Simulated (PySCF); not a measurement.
# CHFO (formyl fluoride) at 6 levels

Aim: a comparison of 6 runs (B2PLYP/STO-3G, PBE0/STO-3G, r2SCAN/STO-3G, wB97X-V/STO-3G, CCSDTQ/STO-3G, UCCSD(T)/STO-3G) of CHFO (formyl fluoride). 

The results are computed with PySCF 2.14.0.

## Step 1: Starting point

The species is CHFO (4 atoms), meant as a singlet with charge 0. As SMILES, `O=CF`. The C2–F3 distance was set to 1.610 Å, away from the relaxed value.

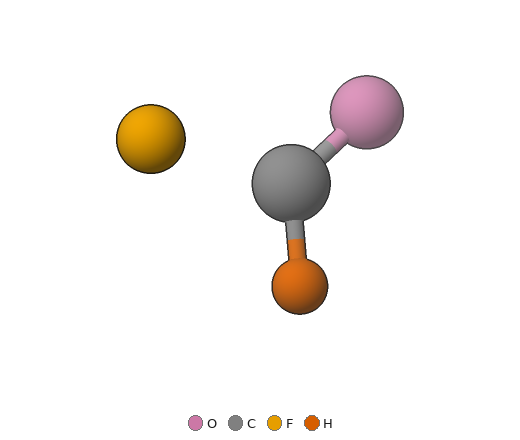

The structure, seen from a chosen angle (oxygen pink, carbon grey, fluorine amber, hydrogen orange).

## Step 2: A single-point energy at B2PLYP/STO-3G (run 1)

Contents of mol.xyz:

```xyz
4
CHFO
O     -1.016499     0.428855     0.870835
C     -0.176559     0.306175     0.063785
F      0.584370    -1.090860    -0.181350
H      0.228231     1.054345    -0.630705
```

Contents of run.py:

```python
from pyscf import gto, dft, mp

mol = gto.M(
    atom='mol.xyz',
    basis='sto-3g',
    max_memory=1860,
    verbose=3,
)

ks = dft.RKS(mol)
ks.xc = '0.53*HF + 0.47*B88, 0.73*LYP'
ks.grids.level = 5
ks.conv_tol = 1e-10
ks.kernel()
if not ks.converged:
    ks = ks.newton().run(ks.mo_coeff, ks.mo_occ)

pt = mp.MP2(ks, frozen=3).run()
energy = ks.e_tot + 0.27 * pt.e_corr
print('PT2 part  %.8f' % (0.27 * pt.e_corr))
print('Final energy', energy)
```

The run is started by

```sh
$ OMP_NUM_THREADS=1 python run.py
```

Standard output:

```text
converged SCF energy = -210.420077876809
E(RMP2) = -210.628497028382  E_corr = -0.208419151572479
E(SCS-RMP2) = -210.633329594778  E_corr = -0.21325171796878
PT2 part  -0.05627317
Final energy -210.476351047734
```

Wall time 3.9 s (1 thread of Arm Neoverse N1, shared host); peak memory 0.18 GiB.

## Step 3: The energy at PBE0/STO-3G (run 2)

Contents of calc.py:

```python
from pyscf import gto, dft

mol = gto.M(
    atom='O -1.016499 0.428855 0.870835; C -0.176559 0.306175 0.063785; F 0.584370 -1.090860 -0.181350; H 0.228231 1.054345 -0.630705',
    basis='sto-3g',
    charge=0,
    max_memory=1860,
    verbose=4,
    spin=0,
)

calc0 = dft.RKS(mol)
calc0.xc = 'pbe0'
calc0.conv_tol = 1e-10
calc0.grids.level = 5
calc0.kernel()
if not calc0.converged:
    calc0 = calc0.newton().run(calc0.mo_coeff, calc0.mo_occ)

etot = calc0.e_tot
print('Final energy', etot)
```

The run is started by

```sh
$ OMP_NUM_THREADS=1 python calc.py
```

Standard output:

```text
PySCF version 2.14.0

[... 71 lines left out ...]
converged SCF energy = -210.552578043465
Final energy -210.55257804346547
```

Wall time 3.9 s (1 thread of Arm Neoverse N1, shared host); peak memory 0.18 GiB.

Run 3 isn't shown in full; the table further down has it.

## Step 4: A single-point energy at wB97X-V/STO-3G (run 4)

Contents of run.py:

```python
from pyscf import gto, dft

mol = gto.M(
    atom=[
    ('O', (-1.016499, 0.428855, 0.870835)),
    ('C', (-0.176559, 0.306175, 0.063785)),
    ('F', (0.584370, -1.090860, -0.181350)),
    ('H', (0.228231, 1.054345, -0.630705)),
],
    spin=0,
    verbose=3,
    basis='sto-3g',
    max_memory=1860,
)

mf = dft.RKS(mol, xc='wb97x-v')
mf.conv_tol = 1e-10
mf.nlcgrids.level = 1
mf.grids.level = 5
mf.kernel()
if not mf.converged:
    mf = mf.newton().run(mf.mo_coeff, mf.mo_occ)

energy = mf.e_tot
print('E(%s) = %.9f' % ('WB97X-V', energy))
```

The run is started by

```sh
$ OMP_NUM_THREADS=1 python run.py
```

Standard output:

```text
converged SCF energy = -210.694262162351
E(WB97X-V) = -210.694262162
```

It took 23 s on 1 thread of Arm Neoverse N1, shared host; peak memory 0.19 GiB.

Run 5 isn't shown in full; the table further down has it.

## Step 5: The energy at UCCSD(T)/STO-3G (run 6)

Contents of run.py:

```python
from pyscf import gto, scf, cc

mol = gto.M(
    atom=[
    ('O', (-1.016499, 0.428855, 0.870835)),
    ('C', (-0.176559, 0.306175, 0.063785)),
    ('F', (0.584370, -1.090860, -0.181350)),
    ('H', (0.228231, 1.054345, -0.630705)),
],
    charge=0,
    spin=0,
    basis='sto-3g',
    verbose=3,
    max_memory=1860,
)

mf = scf.UHF(mol)
mf.conv_tol = 1e-10
mf.kernel()
if not mf.converged:
    mf = mf.newton().run(mf.mo_coeff, mf.mo_occ)
for _ in range(3):
    mo, _, stable, _ = mf.stability(return_status=True)
    if stable:
        break
    mf.kernel(mf.make_rdm1(mo, mf.mo_occ))

mycc = cc.CCSD(mf, frozen=3)
mycc.kernel()
e_t = mycc.ccsd_t()
e_tot = mycc.e_tot + e_t
print('Final energy', e_tot)
```

The run is started by

```sh
$ OMP_NUM_THREADS=1 python run.py
```

Standard output:

```text
converged SCF energy = -209.782462450571  <S^2> = 1.3794281e-09  2S+1 = 1
<class 'pyscf.scf.uhf.UHF'> wavefunction has an internal instability
converged SCF energy = -209.782848062933  <S^2> = 0.099538827  2S+1 = 1.1824362
<class 'pyscf.scf.uhf.UHF'> wavefunction is stable in the internal stability analysis
E(UCCSD) = -209.9568005821747  E_corr = -0.1739525192416506
UCCSD(T) correction = -0.00639057187999915
Final energy -209.9631911540547
```

It took 1.5 s on 1 thread of Arm Neoverse N1, shared host; peak memory 0.12 GiB.

## Step 6: The series

| run | level | frozen core orbitals | nlc grid | energy (Eh) | dipole moment (D) of the reference | HOMO energy (eV) | LUMO energy (eV) | wall time |
| --- | --- | --- | --- | --- | --- | --- | --- | --- |
| 1 | B2PLYP/STO-3G | 3 | – | -210.476351 | 1.43 | -7.28 | 3.98 | 3.9 s |
| 2 | PBE0/STO-3G | – | – | -210.552578 | 1.33 | -5.45 | 2.12 | 3.9 s |
| 3 | r2SCAN/STO-3G | – | – | -210.684459 | 1.29 | -3.65 | 1.07 | 5.1 s |
| 4 | wB97X-V/STO-3G | – | 1 | -210.694262 | 1.32 | -7.88 | 4.80 | 23 s |
| 5 | CCSDTQ/STO-3G | 3 | – | -209.965710 | 1.55 | -9.85 | 7.37 | 40 s |
| 6 | UCCSD(T)/STO-3G | 3 | – | -209.963191 | 1.50 | -9.50 | 7.50 | 1.5 s |

## Step 7: What came out

| quantity | value |
| --- | --- |
| run 6: total energy | -209.96319 Eh |
| run 6: dipole moment (Hartree–Fock density) | 1.50 D |
| run 6: HOMO energy (Hartree–Fock orbitals) | -9.50 eV |
| run 6: LUMO energy (Hartree–Fock orbitals) | 7.50 eV |
| run 6: HOMO–LUMO gap (Hartree–Fock orbitals) | 16.99 eV |
| run 6: correlation energy (3 core orbitals frozen) | -180.3 mEh |
| run 6: (T) correction | -6.39 mEh |
| run 6: ⟨S²⟩ of the reference determinant | 0.100 |
| run 6: T1 diagnostic | 0.034 |

What this shows: Over runs 1, 2, 3, 4 the dipole moment (its size) runs from 1.29 D (r2SCAN/STO-3G) to 1.43 D (B2PLYP/STO-3G). A double hybrid's value is that of its SCF part. Over runs 1, 2, 3, 4 the HOMO–LUMO gap runs from 4.72 eV (r2SCAN/STO-3G) to 12.68 eV (wB97X-V/STO-3G). Totals of different functionals can't be ranked against each other. In runs 1, 2, 3, 4, 5, 6 the basis is minimal, so the values are rough. All runs together took 77 s, the longest 40 s.
